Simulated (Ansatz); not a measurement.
# CH4FSi (SMILES [CH2][SiH2]F): UB2PLYP/6-311+G(d,p)

What is the vertical electron affinity of CH4FSi at UB2PLYP/6-311+G**? 

The calculation is run with Ansatz 0.2.0.

59 further runs of the same task are left out: 1 that didn't finish, 58 set aside as unsound or not needed.

### Step 1. The system as given

CH4FSi has 7 atoms, charge 0, and is taken as a doublet. As SMILES, `[CH2][SiH2]F`. Geometry: relaxed at PBE0-D4/def2-TZVP. This is one conformer, not always the lowest.

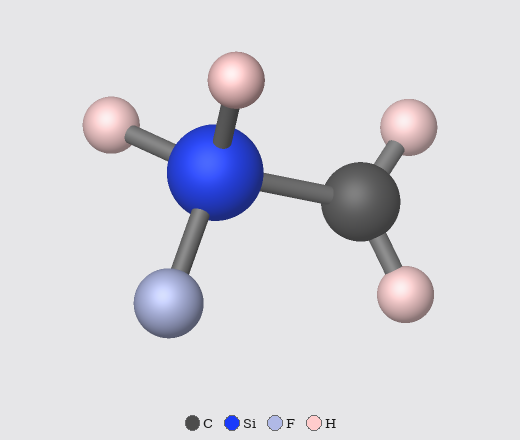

The structure, seen from a chosen angle (carbon dark grey, silicon blue, fluorine light blue, hydrogen pink).

### Step 2. The energy at UB2PLYP/6-311+G(d,p)

The input, in.yaml:

```yaml
crystal:
  periodic: [false, false, false]
  atoms:
    - {symbol: C, position_ang: [-0.871900, 0.281100, -0.615800]}
    - {symbol: Si, position_ang: [0.588600, -0.157300, 0.392500]}
    - {symbol: F, position_ang: [0.652600, -1.749500, 0.550500]}
    - {symbol: H, position_ang: [-1.536000, -0.466000, -1.038500]}
    - {symbol: H, position_ang: [-1.136000, 1.310700, -0.837900]}
    - {symbol: H, position_ang: [0.509900, 0.430600, 1.755300]}
    - {symbol: H, position_ang: [1.854000, 0.282500, -0.251700]}
basis:
  gaussian: {orbitals: 6-311+G_st__st_-spherical.json}
magnetization: {spin_polarized: true, initial_magnetization: 1}
hamiltonian: {xc: {name: B2PLYP}}
correlation: {frozen_orbitals: {C: 1, F: 1, H: 0, Si: 5}}
accuracy: high
output: {orbitals: {seedname: orbitals}}
```

The basis set 6-311+G** is read from a file made from the Basis Set Exchange's data (not shown).

Command:

```
$ ansatz run in.yaml --threads 1 --pin off --max-ram 3480MiB --events-out events.jsonl --progress --plain --runs-dir runs
```

Log:

```text
Warning: RAYON_NUM_THREADS=1 ignored (pool sized by the plan → 1); use --threads N
Functional definition: B2PLYP
  name "B2PLYP"
  parameter a = 0.53
  parameter c = 0.27
  exchange = (1 - a)*b88_x + a*exact_x
  correlation = (1 - c)*lyp_c + c*(mp2_os + mp2_ss)
1833 factors; integrals over basis functions are off by at most 4.3e-9 eV
mean field evaluation 1: about -11684.0124 eV, gradient 2.9e1 eV
mean field evaluation 2: about -11684.0516 eV, gradient 2.9e1 eV
mean field evaluation 4: about -11687.5002 eV, gradient 3.2e0 eV
mean field evaluation 8: about -11687.5554 eV, gradient 8.1e-2 eV
mean field evaluation 16: about -11687.5555 eV, gradient 1.3e-4 eV
mean field -11687.55548134 eV, -429.5097418294 hartree, gradient 9.5e-8 eV, S^2 0.755384; 0 other end points of the search recorded, 0 dependent functions left out
7 core orbitals not correlated: weight in the atoms' cores, before any rotation towards them, 1.000 or more for the frozen orbitals, at most 0.000 for the correlated occupied ones
reference -11687.55551023 eV, -429.5097428912 hartree; 10, 9 occupied and 81, 82 virtual orbitals, 1833 factors
second order -14.22303342 eV of doubles, -0.00000000 eV of singles
Total energy: -11691.39572925 eV, -429.6508683373 hartree
```

Wall time 12 s (1 thread of Arm Neoverse V2, shared host); peak memory 0.38 GiB.

### Step 3. The singlet anion at the same level

in.yaml: that of step 2 with these lines changed.

```diff
@@ -11,6 +11,9 @@
 basis:
-  gaussian: {orbitals: 6-311+G_st__st_-spherical.json}
-magnetization: {spin_polarized: true, initial_magnetization: 1}
-hamiltonian: {xc: {name: B2PLYP}}
-correlation: {frozen_orbitals: {C: 1, F: 1, H: 0, Si: 5}}
+  gaussian:
+    orbitals: 6-311+G_st__st_-spherical.json
+total_charge: -1
+hamiltonian:
+  xc: {name: B2PLYP}
+correlation:
+  frozen_orbitals: {C: 1, F: 1, H: 0, Si: 5}
 accuracy: high
```

The basis set 6-311+G** is read from a file made from the Basis Set Exchange's data (not shown).

Command:

```
$ ansatz run in.yaml --threads 1 --pin off --max-ram 3480MiB --events-out events.jsonl --progress --plain --runs-dir runs
```

Log:

```text
Warning: RAYON_NUM_THREADS=1 ignored (pool sized by the plan → 1); use --threads N
[... 6 set-up lines as earlier in the session ...]
1833 factors; integrals over basis functions are off by at most 4.3e-9 eV
mean field evaluation 1: about -11683.1786 eV, gradient 4.2e1 eV
mean field evaluation 2: about -11683.3830 eV, gradient 4.2e1 eV
mean field evaluation 4: about -11687.8012 eV, gradient 3.6e0 eV
mean field evaluation 8: about -11687.8539 eV, gradient 1.4e-1 eV
mean field evaluation 16: about -11687.8541 eV, gradient 5.1e-4 eV
mean field evaluation 32: about -11675.8551 eV, gradient 2.4e1 eV
mean field -11687.85406111 eV, -429.5207144339 hartree, gradient 7.4e-8 eV, S^2 0.000000; 0 other end points of the search recorded, 0 dependent functions left out
7 core orbitals not correlated: weight in the atoms' cores, before any rotation towards them, 1.000 or more for the frozen orbitals, at most 0.000 for the correlated occupied ones
reference -11687.85408571 eV, -429.5207153378 hartree; 10, 10 occupied and 81, 81 virtual orbitals, 1833 factors
second order -15.78307158 eV of doubles, -0.00000000 eV of singles
Total energy: -11692.11551504 eV, -429.6773199771 hartree
```

It took 10 s on 1 thread of Arm Neoverse V2, shared host; peak memory 0.36 GiB.

### Step 4. Results

Level: UB2PLYP/6-311+G**, 7 core orbitals frozen.

```
                                                                quantity          value
                                            doublet CH4FSi: total energy  -429.65087 Eh
doublet CH4FSi: HOMO energy (SCF part's orbitals) (highest over α and β)       -8.51 eV
 doublet CH4FSi: LUMO energy (SCF part's orbitals) (lowest over α and β)       -1.11 eV
                                                    doublet CH4FSi: ⟨S²⟩          0.755
                                             singlet anion: total energy  -429.67732 Eh
                        singlet anion: HOMO energy (SCF part's orbitals)        0.30 eV
                        singlet anion: LUMO energy (SCF part's orbitals)        4.46 eV
    singlet anion: HOMO–LUMO gap (to an unbound level, set by the basis)        4.15 eV
                       vertical electron affinity (to the singlet anion)       0.720 eV
```

What this shows: At fixed nuclei the extra electron is bound by 0.72 eV (16.6 kcal/mol). The HOMO (singlet anion) lies at positive energy, 0.30 eV; only total energies tell whether the electron is bound.
